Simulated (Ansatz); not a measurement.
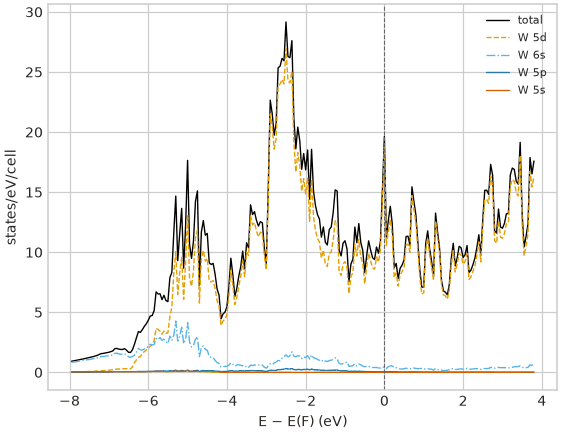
Figure. Total and projected density of states of W in space group R-3m (No. 166; Pearson symbol hR13), PBE (plane waves, PAW; program Ansatz)

**Question.** Which orbitals carry the states next to the Fermi level?

**Answer.** Within 0.5 eV of the Fermi level: W 5d 92 %. Projections are on Löwdin-orthogonalised atomic valence shells; empty p or d shells of many metals are not among them.

**Question.** Where is the tallest occupied peak in this window, and what makes it?

**Answer.** Near -2.5 eV, about 29 states/eV per cell; the largest projected share is W 5d.

The start of the workflow was typed in or built on a structure type; neither database checked (COD, Materials Project) lists it. It is not the phase usual at ambient conditions (space group No. 229). Symmetry was held in the PBE relaxation; whether a distortion lowers the energy is not shown. No spin polarisation was allowed. Scalar-relativistic: spin–orbit coupling is off unless named, which matters more the heavier the elements.

Potentials: the later of the program's two PAW sets.
